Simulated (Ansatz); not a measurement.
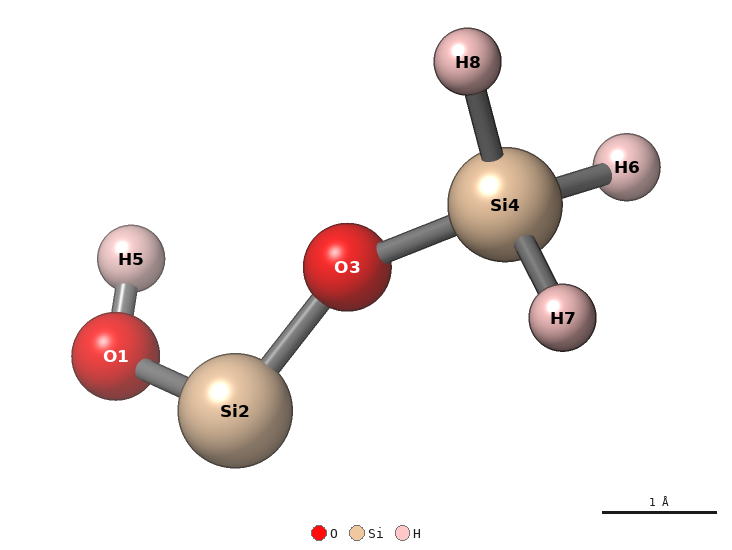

Source: calculation with Ansatz.

Orthographic view. Distant atoms are faded towards the background colour. Geometry: atoms displaced at random (about 0.02 Å) from a stationary point of PBE0-D4.

Give the geometry as a Z-matrix, atoms in numerical order, with these reference atoms: 2 to 1; 3 to 2, 1; 4 to 3, 2, 1; 5 to 1, 2, 3; 6 to 4, 3, 2; 7 to 4, 6, 3; 8 to 4, 7, 6.

```
O  
Si   1   1.610
O    2   1.610   1   103.3
Si   3   1.680   2   143.7   1  -176.5
H    1   0.943   2   116.5   3     1.2
H    4   1.525   3   109.9   2   118.2
H    4   1.464   6   110.1   3   122.5
H    4   1.472   7   110.9   6  -118.1
```
